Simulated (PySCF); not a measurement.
## A study: C3H7BN, doublet, SMILES `[BH]N(C)C=C`

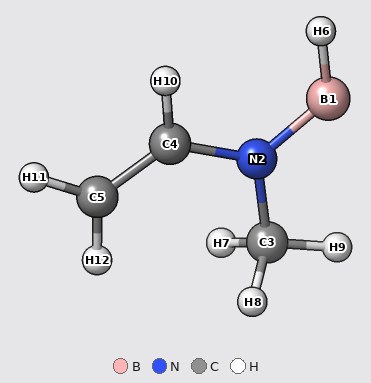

The molecule, with its atoms numbered as below. No frequency check shows the geometry to be a minimum.

Coordinates in Å:

```
B1       1.7315    0.9285    0.0001
N2       0.5951    0.1353   -0.0001
C3       0.6654   -1.3160   -0.0001
C4      -0.6921    0.6717   -0.0000
C5      -1.8396    0.0046    0.0000
H6       1.6924    2.0967    0.0001
H7       0.1759   -1.7250   -0.8877
H8       0.1753   -1.7250    0.8877
H9       1.7092   -1.6230    0.0005
H10     -0.6964    1.7531   -0.0003
H11     -2.7724    0.5397    0.0001
H12     -1.9103   -1.0680    0.0003
```

## 1. Bonding charge

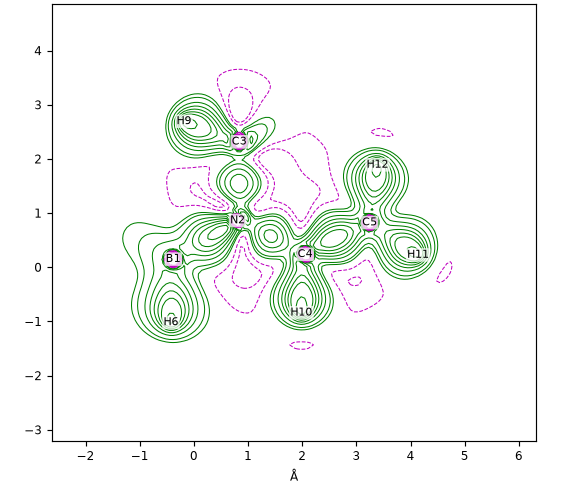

Deformation density (molecule less spherical, spin-averaged free atoms) in a plane through 10 of the atoms; contours at ±0.05 to ±0.8 e/Å³; solid green lines: gain, dashed magenta lines: loss.

Level of theory: r2SCAN/def2-SVPD (PySCF), at a geometry from GFN2-xTB. The stability of the open-shell solution wasn't checked. GFN2-xTB doesn't know the spin state, so this open-shell geometry is rough.

Q: Describe the bonding that the map shows.

A: C4–H10: +0.74 e/Å³ at the bond critical point (bond length 1.08 Å). C3–H9: +0.71 e/Å³ at the bond critical point (bond length 1.09 Å). C4–C5: +0.69 e/Å³ at the bond critical point (bond length 1.33 Å). C5–H11: +0.68 e/Å³ at the bond critical point (bond length 1.07 Å). C5–H12: +0.68 e/Å³ at the bond critical point (bond length 1.07 Å). B1–H6: +0.44 e/Å³ at the bond critical point (bond length 1.17 Å). B1–N2: +0.41 e/Å³ at the bond critical point (bond length 1.39 Å). N2–C4: +0.34 e/Å³ at the bond critical point (bond length 1.40 Å). N2–C3: +0.26 e/Å³ at the bond critical point (bond length 1.45 Å). In all, 2.5 electrons gather in the regions of gain relative to the promolecule.

## 2. Bond critical points

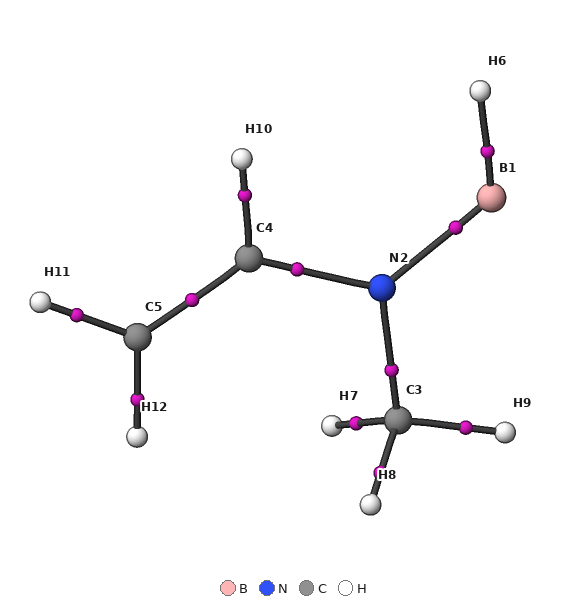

Molecular graph of the electron density (QTAIM): bond paths, bond critical points (magenta), ring points (cyan, if any); weak paths are dashed.

Q: How many critical points of each kind are there, and does the count close?

A: 12 nuclei, 11 bond, 0 ring and 0 cage critical points: 12 − 11 + 0 − 0 = 1, as the Poincaré–Hopf relation requires.

Q: Give the properties at the bond critical points.

A:
```csv
bond,length (Å),ρ (a.u.),∇²ρ (a.u.),ε,H (a.u.)
C4–C5,1.327,0.341,−0.91,0.39,−0.368
N2–C4,1.395,0.296,−0.88,0.05,−0.431
C4–H10,1.081,0.287,−1.11,0.03,−0.316
C3–H9,1.088,0.282,−1.07,0.03,−0.307
C5–H11,1.075,0.282,−1.05,0.03,−0.309
C5–H12,1.075,0.282,−1.05,0.02,−0.308
C3–H7 (2 alike),1.093,0.278,−1.02,0.03,−0.297
N2–C3,1.453,0.263,−0.72,0.04,−0.322
B1–N2,1.386,0.212,+0.79,0.03,−0.180
B1–H6,1.169,0.178,−0.10,0.21,−0.185
```

Q: What kind of interaction is B1–H6?

A: Shared-shell (covalent): ρ = 0.178, ∇²ρ = −0.10, H = −0.185 a.u.

## 3. Local ionisation energy

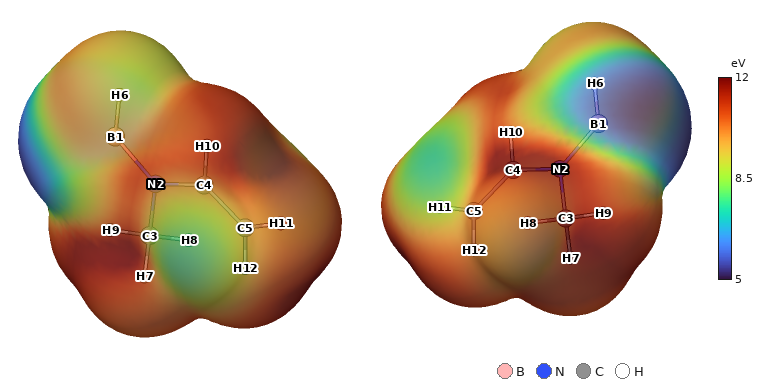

Average local ionisation energy on the surface of electron density 0.001 a.u. (back view left, front view right).

Q: Where are the most loosely bound electrons on this surface?

A: The lowest value is 5.2 eV, 2.3 Å from B1. Further minima include 7.6 eV, over C5, off the plane of its three bonds (2.1 Å), and at like points elsewhere; 8.9 eV, 1.5 Å from H6. For comparison, the highest occupied orbital lies at −4.8 eV.

Q: What volume does the surface enclose, and what is the dipole moment?

A: About 117 Å³; the dipole moment is 1.5 D.

## 4. Spin density

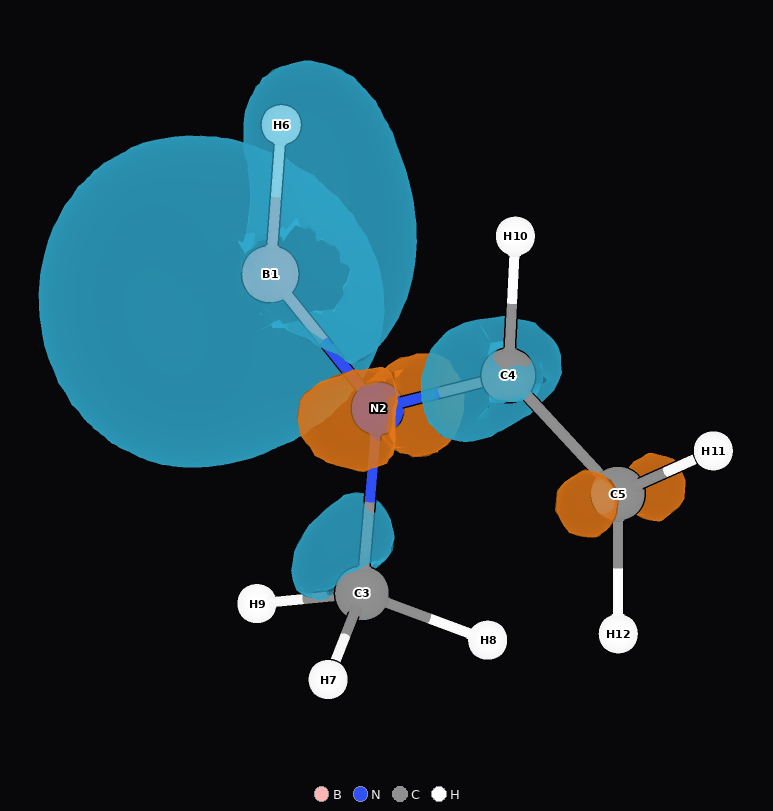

Spin density ρα − ρβ at ±0.02 e/Å³ (light blue: excess α, orange: excess β).

Q: Where is the unpaired spin?

A: Hirshfeld spin populations: B1 +0.84 and H6 +0.07. ⟨S²⟩ = 0.76, against 0.75 for a pure state. The picture also shows regions of β spin from spin polarisation; the Hirshfeld sums, whose atoms overlap, net them against the α spin of neighbours.

## 5. In an electric field

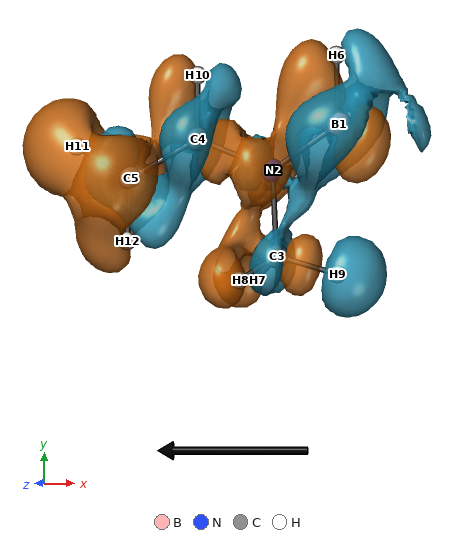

Change of the electron density in a uniform field of 0.51 V/Å along −x (arrow), surfaces at ±0.004 e/Å³ (light blue: gain, orange: loss).

Computed with PySCF, B3LYP/6-311+G**, geometry: GFN2-xTB. The basis has diffuse s and p functions alone, which still leaves polarisabilities too small, most of all across bonds. The stability of the open-shell solution wasn't checked. GFN2-xTB doesn't know the spin state, so this open-shell geometry is rough.

Q: What dipole is induced, and what polarisability does it imply?

A: The induced dipole is 2.27 D (+2.26 D along the field); α along this axis, from the fields in both directions, is 87 bohr³ (12.8 Å³). The response isn't linear: the two directions induce 2.27 and 2.16 D.

Q: Which atoms gain and lose the most charge?

A: Electrons gather most on B1 (Hirshfeld charge changes by −0.056 e) and leave C5 most (+0.038 e); 0.176 electrons are displaced in all.

## 6. Removing or adding an electron

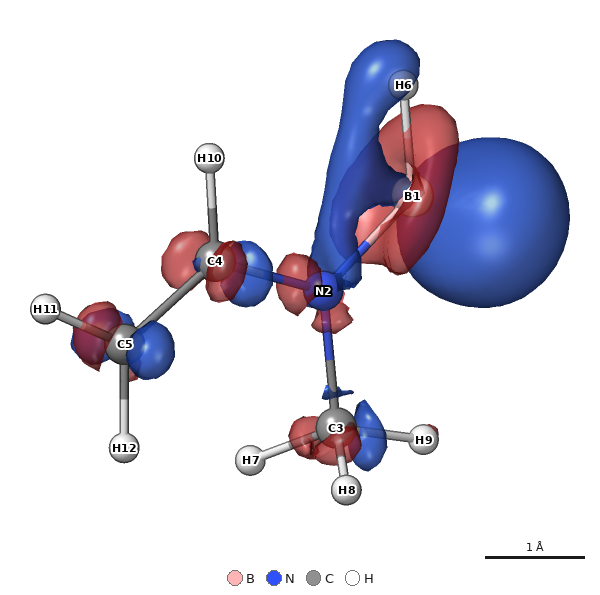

Fukui function f⁺ = ρ(N+1) − ρ(N) at fixed geometry, surfaces at ±0.03 e/Å³ (blue positive, red negative).

Level of theory: PBE0/6-31+G* (PySCF), at a geometry from GFN2-xTB. GFN2-xTB doesn't know the spin state, so this open-shell geometry is rough.

Q: On which atoms does the density change most on addition of an electron?

A: f⁺ (Hirshfeld-condensed) is largest on B1 (0.54); the vertical electron affinity is −0.26 eV (to the singlet anion, which needn't be its lowest state; negative: at this level and geometry the extra electron isn't bound, and the finite basis holds it). Condensed values hint at sites of nucleophilic attack but needn't mark the atom that reacts. Orbital relaxation makes it negative in places (0.17 e in all).

| atom | f⁺ | charge |
| --- | --- | --- |
| B1 | +0.54 | +0.06 |
| N2 | +0.03 | −0.12 |
| C3 | +0.08 | −0.04 |
| C4 | +0.02 | 0.00 |
| C5 | +0.07 | −0.13 |
| H6 | +0.07 | −0.06 |
| H7 | +0.03 | +0.05 |
| H8 | +0.03 | +0.05 |
| H9 | +0.04 | +0.05 |
| H10 | +0.02 | +0.06 |
| H11 | +0.04 | +0.05 |
| H12 | +0.03 | +0.04 |
